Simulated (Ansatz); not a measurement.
**A hypothetical structure for TaZnNi6**

Starting from a made-up structure for TaZnNi6, the aim is the relaxed cell, its shortest contacts and, where a second run follows, its electronic structure.

Program: Ansatz 0.2.0. Level of theory: DFT, PBEsol, plane-wave PAW, files of the set soft_1, scalar-relativistic, ferromagnetic start, cell and ions relaxed at zero pressure; PAW set soft_1, in the first sound run; inputs show where later runs differ. Results are calculated unless marked as measured.

### Step 1. The structure

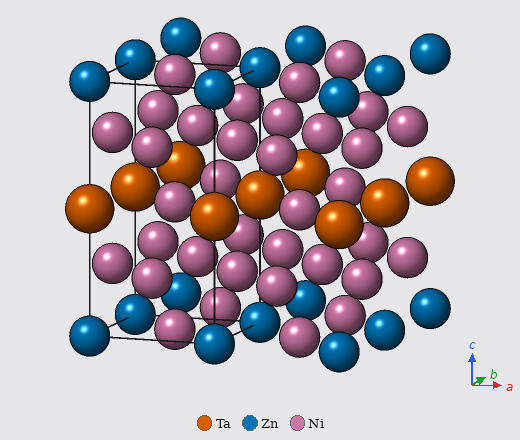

Start, viewed slightly off an axis; tantalum orange, zinc blue, nickel pink. 2×2×1 cells are drawn. Some periodic images of atoms are drawn too.

### Step 2. Relaxing cell and atoms

The guessed cell has no reason to be at equilibrium. It is relaxed with the atoms, within the space group of the guess.

Contents of input.yaml:

```yaml
crystal:
  lattice:
    - [3.616, 0.0, 0.0]
    - [0.0, 3.616, 0.0]
    - [0.0, 0.0, 7.042]
  atoms:
    - { symbol: Ta, position: [0.0, 0.0, 0.5] }
    - { symbol: Zn, position: [0.0, 0.0, 0.0] }
    - { symbol: Ni, position: [0.0, 0.5, 0.7572], spin: 1.0 }
    - { symbol: Ni, position: [0.0, 0.5, 0.2428], spin: 1.0 }
    - { symbol: Ni, position: [0.5, 0.0, 0.7572], spin: 1.0 }
    - { symbol: Ni, position: [0.5, 0.0, 0.2428], spin: 1.0 }
    - { symbol: Ni, position: [0.5, 0.5, 0.5], spin: 1.0 }
    - { symbol: Ni, position: [0.5, 0.5, 0.0], spin: 1.0 }
magnetization:
  spin_polarized: true
kpoints:
  mp_grid: { grid: [7, 7, 4] }
scf:
  occupations: { method: fermi_dirac, width: 0.05 }
hamiltonian:
  xc: pbesol
  pseudopotentials: { kind: paw, azcp: { folder: soft_1 }, xc_functional: pbe }
relax:
  f_tol: 0.015
  max_steps: 70
  cell: {}
output:
  forces: true
  stress: true
```

The run is started by

```sh
ansatz run input.yaml --threads 4 --pin off --max-ram 10240MiB --backend cpu --events-out ev --progress --plain --runs-dir out
```

Numbers of over 12 decimals in the logs are rounded to 6 here.

Output:

```text
Engine: ansatz 0.2.0, x86_64-unknown-linux-gnu
Pseudopotentials: kind: paw
Pseudopotential: Ta, paw, valence charge 13, recommended cutoff 420 eV (normal), soft_1/Ta.paw.azcp
Pseudopotential: Zn, paw, valence charge 12, recommended cutoff 420 eV (normal), soft_1/Zn.paw.azcp
Pseudopotential: Ni, paw, valence charge 18, recommended cutoff 420 eV (normal), soft_1/Ni.paw.azcp
Functional definition: PBEsol
  exchange = pbesol_x
  correlation = pbesol_c
Crystal: 8 atoms, lattice volume = 92.077 Å³
Basis set: ecut = 420 eV, 1799 PW (Γ), exchange–correlation on 50×50×96 points (8 copies of the dense FFT grid, shifted against one another)
Bands: 84, of which v1, the nominal top of the filled ones, is band 67 counted from 1 (66 counted from 0)
Symmetry: 16 space group operations
Space group: P4/mmm (ITA 123), of the structure as read, at distance tolerance 4.5e-5 Å
Magnetic group: BNS 123.339 (UNI 999), of the structure as read, at distance tolerance 4.5e-5 Å
k-points: 30 of 196
Non-local potential: Ta, projectors of the file, l = 0: 3, l = 1: 2, l = 2: 2, l = 3: 1
Non-local potential: Zn, projectors of the file, l = 0: 2, l = 1: 2, l = 2: 3, l = 3: 1
Non-local potential: Ni, projectors of the file, l = 0: 3, l = 1: 2, l = 2: 3, l = 3: 1
PAW form: soft (Blöchl's): semilocal exchange-correlation on the pseudo side does not see the compensation charge
PAW frozen core: Ta, regenerated for the run's functional, and the local potential with it (the file was generated under x = pbe(κ = 0.804, μ = 0.219515), c = pbe(β = 0.066725))
PAW frozen core: Zn, regenerated for the run's functional, and the local potential with it (the file was generated under x = pbe(κ = 0.804, μ = 0.219515), c = pbe(β = 0.066725))
PAW frozen core: Ni, regenerated for the run's functional, and the local potential with it (the file was generated under x = pbe(κ = 0.804, μ = 0.219515), c = pbe(β = 0.066725))
PAW one-centre angular grid: Ta, 590 points (default); XC on 64 Gauss nodes
PAW one-centre angular grid: Zn, 590 points (default); XC on 64 Gauss nodes
PAW one-centre angular grid: Ni, 590 points (default); XC on 64 Gauss nodes
Initial density: superposition of atomic densities (chi_scale 0.1, normalization cell)
Starting moments: Σ|m| = 6 μB on 6 of 8 sites
Initial wavefunctions: pseudopotential atomic-orbital guess
Functional: x = pbesol(κ = 0.804, μ = 0.123457), c = pbesol(β = 0.046)
SCF iter   1: F=—  HF=-47915.564031 eV  |F-HF|=—  |Δ(HF+E_count)|=         —  Δρ=7.86e-2 (↑7.86e-2 ↓4.22e-2)  dr2=9.15e0  dr2_m=8.35e-1  M=3.450 μB ∫|m|=4.429 μB  β_m=0.30  ethr=3.10e-3  ⟨swp⟩=5.7  Hψ=18972  notcnv=0  defer=13
Mixer restart at iter 1: flushing history
preconditioner: auto → Kerker (q_TF=auto, 2.901 Å⁻¹)  [metal: Δε(μ)=0.016 eV  Ē_g=10.535 eV  σ=0.050 eV  W_gap=0.08  n_scr=38 (ndim 8)  ℏωp=35.3 eV  f_vac=0.000  D(μ)=11.68/eV (n_scr^D=174)]
spin=Collinear: Kerker preconditioning applied to the charge; magnetization (m = ρ↑ − ρ↓) channel mixes plain (no charge-response kernel on spin).
SCF iter   2: F=—  HF=-47914.335222 eV  |F-HF|=—  |Δ(HF+E_count)|=    1.23e0  Δρ=4.89e-2 (↑3.92e-2 ↓4.89e-2)  dr2=2.38e0  dr2_m=1.34e0  M=2.464 μB ∫|m|=3.754 μB  β_m=0.38  ethr=3.10e-3  ⟨swp⟩=2.1  Hψ=8582  notcnv=0  defer=440
SCF iter   3: F=—  HF=-47916.938711 eV  |F-HF|=—  |Δ(HF+E_count)|=    2.60e0  Δρ=5.29e-2 (↑3.60e-2 ↓5.29e-2)  dr2=1.76e0  dr2_m=1.50e0  M=1.666 μB ∫|m|=3.088 μB  β_m=0.21  ethr=1.79e-3  ⟨swp⟩=2.1  Hψ=5716  notcnv=0  defer=440
SCF iter   4: F=—  HF=-47918.488463 eV  |F-HF|=—  |Δ(HF+E_count)|=    1.55e0  Δρ=4.56e-2 (↑3.18e-2 ↓4.56e-2)  dr2=1.29e0  dr2_m=1.15e0  M=1.209 μB ∫|m|=2.565 μB  β_m=0.20  ethr=1.33e-3  ⟨swp⟩=2.0  Hψ=6175  notcnv=0  defer=471
SCF iter   5: F=—  HF=-47919.546892 eV  |F-HF|=—  |Δ(HF+E_count)|=    1.06e0  Δρ=3.06e-2 (↑3.06e-2 ↓2.13e-2)  dr2=6.65e-1  dr2_m=4.77e-1  M=0.971 μB ∫|m|=1.991 μB  β_m=0.51  ethr=9.70e-4  ⟨swp⟩=2.1  Hψ=6395  notcnv=0  defer=471
SCF iter   6: F=—  HF=-47920.496786 eV  |F-HF|=—  |Δ(HF+E_count)|=   9.50e-1  Δρ=1.74e-2 (↑1.18e-2 ↓1.74e-2)  dr2=4.05e-1  dr2_m=6.16e-2  M=-0.301 μB ∫|m|=0.340 μB  β_m=0.76  ethr=5.00e-4  ⟨swp⟩=3.0  Hψ=9416  notcnv=0  defer=482
SCF iter   7: F=—  HF=-47920.694561 eV  |F-HF|=—  |Δ(HF+E_count)|=         —  Δρ=1.51e-2 (↑4.48e-3 ↓1.51e-2)  dr2=1.91e-1  dr2_m=4.24e-2  M=0.017 μB ∫|m|=0.125 μB  β_m=0.76  ethr=3.04e-4  ⟨swp⟩=2.1  Hψ=6385  notcnv=0  defer=503
Mixer restart at iter 7: flushing history
SCF iter   8: F=—  HF=-47920.751493 eV  |F-HF|=—  |Δ(HF+E_count)|=   5.69e-2  Δρ=1.06e-2 (↑1.06e-2 ↓7.28e-3)  dr2=1.42e-1  dr2_m=3.32e-3  M=0.036 μB ∫|m|=0.094 μB  β_m=0.62  ethr=1.43e-4  ⟨swp⟩=3.0  Hψ=10058  notcnv=0  defer=503
SCF iter   9: F=—  HF=-47920.703562 eV  |F-HF|=—  |Δ(HF+E_count)|=   4.79e-2  Δρ=5.46e-3 (↑3.09e-3 ↓5.46e-3)  dr2=4.46e-2  dr2_m=1.92e-3  M=0.033 μB ∫|m|=0.082 μB  β_m=0.58  ethr=1.07e-4  ⟨swp⟩=3.0  Hψ=10683  notcnv=0  defer=508
SCF iter  10: F=—  HF=-47920.700297 eV  |F-HF|=—  |Δ(HF+E_count)|=   3.26e-3  Δρ=1.62e-3 (↑1.54e-3 ↓1.62e-3)  dr2=6.19e-3  dr2_m=2.84e-4  M=0.036 μB ∫|m|=0.068 μB  β_m=0.49  ethr=3.36e-5  ⟨swp⟩=2.2  Hψ=6918  notcnv=0  defer=508
SCF iter  11: F=—  HF=-47920.699068 eV  |F-HF|=—  |Δ(HF+E_count)|=   1.23e-3  Δρ=6.03e-4 (↑3.27e-4 ↓6.03e-4)  dr2=1.93e-4  dr2_m=8.75e-5  M=0.037 μB ∫|m|=0.061 μB  β_m=0.66  ethr=4.65e-6  ⟨swp⟩=2.0  Hψ=7375  notcnv=0  defer=508
SCF iter  12: F=—  HF=-47920.699220 eV  |F-HF|=—  |Δ(HF+E_count)|=   1.52e-4  Δρ=5.39e-4 (↑5.39e-4 ↓4.34e-4)  dr2=2.74e-4  dr2_m=1.05e-4  M=0.030 μB ∫|m|=0.050 μB  β_m=0.66  ethr=1.45e-7  ⟨swp⟩=2.0  Hψ=8738  notcnv=0  defer=508
SCF iter  13: F=—  HF=-47920.699230 eV  |F-HF|=—  |Δ(HF+E_count)|=   1.03e-5  Δρ=4.03e-4 (↑1.80e-4 ↓4.03e-4)  dr2=7.34e-5  dr2_m=5.99e-5  M=0.023 μB ∫|m|=0.037 μB  β_m=0.72  ethr=1.45e-7  ⟨swp⟩=2.0  Hψ=8015  notcnv=0  defer=508
SCF iter  14: F=—  HF=-47920.699221 eV  |F-HF|=—  |Δ(HF+E_count)|=   9.67e-6  Δρ=4.46e-4 (↑4.46e-4 ↓2.37e-4)  dr2=2.01e-4  dr2_m=2.53e-5  M=0.015 μB ∫|m|=0.023 μB  β_m=0.72  ethr=5.52e-8  ⟨swp⟩=2.0  Hψ=9038  notcnv=0  defer=508
SCF iter  15: F=—  HF=-47920.699238 eV  |F-HF|=—  |Δ(HF+E_count)|=   1.68e-5  Δρ=2.82e-4 (↑2.82e-4 ↓2.16e-4)  dr2=1.16e-4  dr2_m=8.55e-6  M=0.012 μB ∫|m|=0.018 μB  β_m=0.51  ethr=5.52e-8  ⟨swp⟩=2.0  Hψ=9029  notcnv=0  defer=508
SCF iter  16: F=—  HF=-47920.699218 eV  |F-HF|=—  |Δ(HF+E_count)|=   1.91e-5  Δρ=1.34e-4 (↑1.34e-4 ↓1.10e-4)  dr2=1.43e-5  dr2_m=8.75e-6  M=0.008 μB ∫|m|=0.012 μB  β_m=0.59  ethr=5.52e-8  ⟨swp⟩=2.0  Hψ=8623  notcnv=0  defer=508
[...]
relax step   5: F+E_penalty+E_count = -47920.71940111 eV  Δ(F+E_penalty+E_count) = -2.122e-5 eV  max|allowed force component| = 1.154e-3 eV/Å  Δτ_max = 0.0004 Å  P = -0.017 GPa  Ω = 90.981 Å³  energy of the carried Pulay correction = +5.733e-4 eV  (10 SCF iters, dr2 threshold 5.88e-8 eV, accepted)
Initial wavefunctions: pseudopotential atomic-orbital guess (no wavefunctions were taken with the density)
iter 1 solved again at ethr=9.40e-7 eV; its pass at ethr=3.10e-3 eV (dr2=1.25e-3 eV) is discarded
SCF iter   1: F=—  HF=-47920.718742 eV  |F-HF|=—  |Δ(HF+E_count)|=         —  Δρ=2.46e-5 (↑2.41e-5 ↓2.46e-5)  dr2=1.46e-6  dr2_m=7.87e-11  M=-0.000 μB ∫|m|=0.000 μB  β_m=0.65  ethr=9.40e-7  ⟨swp⟩=2.9  Hψ=30998  notcnv=0
eigensolver tolerance schedule: the retry pair's looser diagonalisation over-reported the residual by 856.93 of it (diagonalisation noise at 0.35 of the residual, at the tolerance the schedule requests for it); recorded, not acted on — ethr = c·dr2/N_el stays at c = 1.0e-1
preconditioner: auto → Kerker (q_TF=auto, 2.282 Å⁻¹)  [metal: Δε(μ)=0.083 eV  Ē_g=11.233 eV  σ=0.050 eV  W_gap=0.35  n_scr=16 (ndim 8)  ℏωp=35.5 eV  f_vac=0.000  D(μ)=5.73/eV (n_scr^D=54)]
spin=Collinear: Kerker preconditioning applied to the charge; magnetization (m = ρ↑ − ρ↓) channel mixes plain (no charge-response kernel on spin).
SCF iter   2: F=—  HF=-47920.718779 eV  |F-HF|=—  |Δ(HF+E_count)|=   3.66e-5  Δρ=1.81e-5 (↑1.81e-5 ↓1.81e-5)  dr2=5.64e-7  dr2_m=6.13e-11  M=-0.000 μB ∫|m|=0.000 μB  β_m=0.58  ethr=1.10e-9  ⟨swp⟩=2.6  Hψ=9166  notcnv=0
SCF iter   3: F=—  HF=-47920.718779 eV  |F-HF|=—  |Δ(HF+E_count)|=   7.23e-9  Δρ=4.60e-6 (↑4.45e-6 ↓4.60e-6)  dr2=4.10e-8  dr2_m=2.47e-11  M=-0.000 μB ∫|m|=0.000 μB  β_m=0.56  ethr=4.24e-10  ⟨swp⟩=2.0  Hψ=7125  notcnv=0
SCF iter   4: F=—  HF=-47920.718779 eV  |F-HF|=—  |Δ(HF+E_count)|=   2.56e-8  Δρ=4.27e-6 (↑4.27e-6 ↓3.95e-6)  dr2=5.31e-8  dr2_m=3.32e-11  M=-0.000 μB ∫|m|=0.000 μB  β_m=0.78  ethr=3.08e-11  ⟨swp⟩=2.0  Hψ=7258  notcnv=0
SCF iter   5: F=—  HF=-47920.718779 eV  |F-HF|=—  |Δ(HF+E_count)|=   1.23e-7  Δρ=3.21e-6 (↑3.06e-6 ↓3.21e-6)  dr2=1.77e-8  dr2_m=1.98e-11  M=-0.000 μB ∫|m|=0.000 μB  β_m=0.64  ethr=3.08e-11  ⟨swp⟩=2.0  Hψ=8980  notcnv=0
SCF iter   6: F=—  HF=-47920.718779 eV  |F-HF|=—  |Δ(HF+E_count)|=   4.39e-9  Δρ=1.94e-6 (↑1.94e-6 ↓1.71e-6)  dr2=1.32e-8  dr2_m=1.62e-11  M=-0.000 μB ∫|m|=0.000 μB  β_m=0.68  ethr=1.33e-11  ⟨swp⟩=2.0  Hψ=7358  notcnv=0
SCF iter   7: F=—  HF=-47920.718779 eV  |F-HF|=—  |Δ(HF+E_count)|=   1.77e-8  Δρ=6.30e-7 (↑6.30e-7 ↓4.99e-7)  dr2=1.57e-9  dr2_m=5.02e-12  M=-0.000 μB ∫|m|=0.000 μB  β_m=0.82  ethr=9.94e-12  ⟨swp⟩=2.0  Hψ=7214  notcnv=0
SCF iter   8: F=—  HF=-47920.718779 eV  |F-HF|=—  |Δ(HF+E_count)|=   2.34e-9  Δρ=5.90e-7 (↑5.46e-7 ↓5.90e-7)  dr2=5.79e-10  dr2_m=4.82e-12  M=-0.000 μB ∫|m|=0.000 μB  β_m=0.59  ethr=1.18e-12  ⟨swp⟩=2.0  Hψ=8744  notcnv=0
SCF iter   9: F=—  HF=-47920.718779 eV  |F-HF|=—  |Δ(HF+E_count)|=  1.31e-10  Δρ=1.62e-7 (↑1.62e-7 ↓1.04e-7)  dr2=2.67e-11  dr2_m=8.10e-12  M=-0.000 μB ∫|m|=0.000 μB  β_m=0.80  ethr=1.00e-12  ⟨swp⟩=2.0  Hψ=7698  notcnv=0
SCF iter  10: F=—  HF=-47920.718779 eV  |F-HF|=—  |Δ(HF+E_count)|=  7.28e-12  Δρ=1.26e-7 (↑3.41e-8 ↓1.26e-7)  dr2=2.15e-11  dr2_m=2.31e-12  M=-0.000 μB ∫|m|=0.000 μB  β_m=0.90  ethr=1.00e-12  ⟨swp⟩=1.0  Hψ=5040  notcnv=0
SCF iter  11: F=-47920.718779 eV  HF=-47920.718779 eV  |F-HF|=5.82e-11  |Δ(HF+E_count)|=  1.46e-11  Δρ=1.49e-7 (↑1.37e-7 ↓1.49e-7)  dr2=6.67e-11  dr2_m=1.42e-13  M=-0.000 μB ∫|m|=0.000 μB  ethr=1.00e-12  ⟨swp⟩=2.7  Hψ=14861  notcnv=0
the starting moments were not kept: the SCF closed with an absolute magnetisation of 4.6e-6 μB, where they sum to 6 μB in size (6 sites). That is at most 0.1 of that sum. Measured as dr2_m measures the in/out step, that magnetisation stands 1.0e-11 eV from none, at or under the dr2_threshold of 8.0e-11 eV: it is no larger than a step whose dr2_m would equal this threshold.
SCF 6 converged in 11 iterations: F = -47920.718779 eV  dr2 = 6.67e-11
relax step   6: F+E_penalty+E_count = -47920.71877917 eV  Δ(F+E_penalty+E_count) = +6.219e-4 eV  max|allowed force component| = 1.146e-3 eV/Å  Δτ_max = 0.0000 Å  P = -0.009 GPa  Ω = 90.981 Å³  stress off target by 1.78e-2 GPa  SCF on the basis re-selected at this cell (its energy is not comparable with the rows above)  (11 SCF iters)
basis re-selected at this cell: Δ(F+E_penalty+E_count) = +6.219e-4 eV, ΔP = +0.008 GPa vs the last step (what re-selecting the basis moved, of the pressure what is left beyond the Pulay correction that the steps carried, after the strain that the cell walked since its last selection, with what the two solves' SCF thresholds leave and, on support functions, any second-order correction that the steps lacked; it is no m [...]
SCF converged after 11 iterations
Magnetization: -0.0000 μB (66.5000 up, 66.5000 down)
Absolute magnetization: 0.0000 μB (∫|ρ↑−ρ↓|, with the PAW one-centre terms)
Spin contamination: 0.0000 ħ² per cell (⟨S²⟩ above its minimum at these occupations)
Per-site moments (μB) at R_I (Å): [(1.6738549942380872e-7, 1.046382), (4.33798950515475e-8, 1.028359), (-5.578755496978226e-7, 1.028359), (-5.578755496588563e-7, 1.028359), (-5.578755508951348e-7, 1.028359), (-5.578755509055196e-7, 1.028359), (-1.669711507720883e-7, 1.046382), (-1.4338685479870736e-6, 1.028359)]
Free energy (F): -47920.718779 eV
Harris-Foulkes:  -47920.718779 eV  (|F-HF|=5.82e-11)
Internal energy: -47920.670556 eV  (E = F + TS)
E sigma→0 (E₀):  -47920.694668 eV
Entropy (-TS):   -0.048223 eV (-6.028 meV/atom)
Fermi energy:    18.340287 eV
--- Per-component energies (eV) ---
  E_band       = -1641.049274
  E_kinetic    = 2595.161166
  E_local      = -19184.456464  (includes V_loc(G=0)·N_el)
  E_nonlocal   = 115.891556
  E_hartree    = 10051.002815
  E_xc         = -1075.522985
  E_vxc        = -1164.905656  (∫ρ·V_xc dr)
  E_paw        = -19772.102901  (= ΣΔE_a)
  E_vpaw       = -4104.750869  (= ΣTr[D̂ρ^β])
  E_aug_tail   = 0.005318  (compensation charges beyond the density's cutoff)
  E_ewald      = -20652.843866
  E_core_change = 2.194804  (= ΣΔE_core)
  E_smearing   = -0.048223  (= −TS)
  E_closure    = 0.000000  (closes the sum)
  Σ components = -47920.718779   (vs F -47920.718779, Δ=0.00e0)
--- Forces (eV/Å), atoms counted from 1 ---
  atom   1  Ta     0.00000000     0.00000000     0.00000000
  atom   2  Zn     0.00000000     0.00000000     0.00000000
  atom   3  Ni    -0.00000000     0.00000000     0.00114632
  atom   4  Ni     0.00000000     0.00000000    -0.00114632
  atom   5  Ni     0.00000000     0.00000000     0.00114632
  atom   6  Ni    -0.00000000     0.00000000    -0.00114632
  atom   7  Ni    -0.00000000    -0.00000000    -0.00000000
  atom   8  Ni    -0.00000000    -0.00000000    -0.00000000
  max |Σ_I F_I| component: 3.75e-28 eV/Å
--- Stress (GPa, compression-positive) ---
       -0.017841      -0.000000       0.000000
       -0.000000      -0.017841       0.000000
        0.000000       0.000000       0.008633
  P = ⅓ Tr σ = -0.0090 GPa (-0.090 kbar)
--- Relaxed structure (5 steps of the walk, 5 accepted, 1 SCFs on fresh bases) ---
  F+E_penalty+E_count = -47920.71877917 eV   max|allowed force component| = 1.146e-3 eV/Å   (the final SCF, on the basis selected at the relaxed cell)
  cell:  # Å, volume = 90.9814 Å³
    - [3.597706, 0, 0.0]
    - [0, 3.597706, 0.0]
    - [0.0, 0.0, 7.029126]
  atoms:
    - { symbol: Ta, position: [0, 0, 0.5] }
    - { symbol: Zn, position: [0, 0, 0] }
    - { symbol: Ni, position: [0, 0.500000, 0.754448] }
    - { symbol: Ni, position: [0, 0.500000, 0.245552] }
    - { symbol: Ni, position: [0.500000, 0, 0.754448] }
    - { symbol: Ni, position: [0.500000, 0, 0.245552] }
    - { symbol: Ni, position: [0.500000, 0.500000, 0.5] }
    - { symbol: Ni, position: [0.500000, 0.500000, 0] }
```

It took 44 s on 4 threads of AMD EPYC 9B14 (Zen 4), shared host; peak memory 0.83 GiB.

Relaxation path:

| step | energy less that of the first step (eV) | largest force component (eV/Å) | pressure (GPa) | volume (Å³) |
| --- | --- | --- | --- | --- |
| 1 | 0.0000 | 0.2380 | -2.94 | 92.08 |
| 2 | -0.0184 | 0.0826 | -0.52 | 91.13 |
| 3 | -0.0200 | 0.0145 | 0.16 | 90.90 |
| 4 | -0.0202 | 0.0006 | 0.06 | 90.95 |
| 5 | -0.0202 | 0.0012 | -0.02 | 90.98 |
| 6* | -0.0196 | 0.0011 | -0.01 | 90.98 |

Relaxation steps marked * repeat the geometry before them on a plane-wave basis chosen anew for their cell, so energy and pressure can jump there.

Forces are held to the 16 operations that the run works with; a distortion that breaks them can't arise in this run.

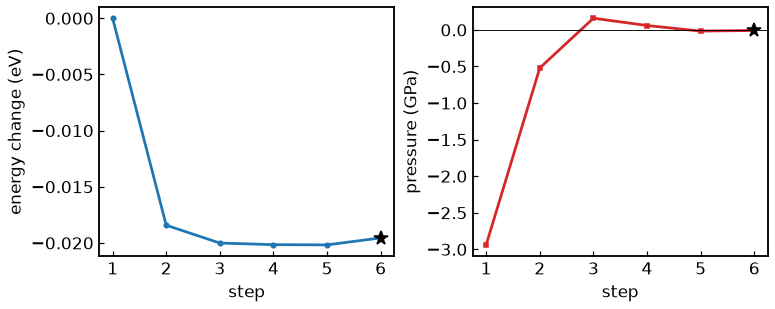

Energy and pressure along the relaxation. Stars mark steps on a basis chosen anew.

```csv
"conventional cell, symmetrised",before,after,change
a (Å),3.616,3.598,-0.5 %
b (Å),3.616,3.598,-0.5 %
c (Å),7.042,7.029,-0.2 %
volume (Å³/atom),11.51,11.37,-1.2 %
```

The atoms that moved most (Å, as changes of fractional coordinates times the final cell):

```csv
atom,dx,dy,dz,length
Ni4,0.000,0.000,0.019,0.019
Ni6,0.000,0.000,0.019,0.019
Ni5,0.000,0.000,-0.019,0.019
Ni3,0.000,0.000,-0.019,0.019
```

Numbers from this step:

```yaml
free_energy: -47920.7188 eV
energy_at_zero_smearing: -47920.6947 eV
smearing_term_ts: 0.04822 eV
fermi_energy: 18.34 eV
electrons: 133
symmetry_operations: 16
pressure: -0.009017 GPa
```

Shortest distances by pair of elements, guess and relaxed (not always the same contact):

```
 pair  guess (Å)  relaxed (Å)
Ni–Zn      2.488        2.493
Ni–Ni      2.488        2.493
Ni–Ta      2.557        2.537
Ta–Zn      3.521        3.515
Ta–Ta      3.616        3.598
```

The relaxation ends with a largest force component of 0.0011 eV/Å and a pressure of -0.01 GPa. No moment survives the cycle: this start ends non-magnetic.

(Part 1 of 2 ends here.)

[Logs are printed without paths, hosts, clocks, repeated set-up lines and the standing remarks that a program may print on its own settings, such as how far it seeks lower states.]

[Hosts, paths, dates, database ids (printed as entryN), source tags and the programs' standing remarks are cut or masked in the printed files.]
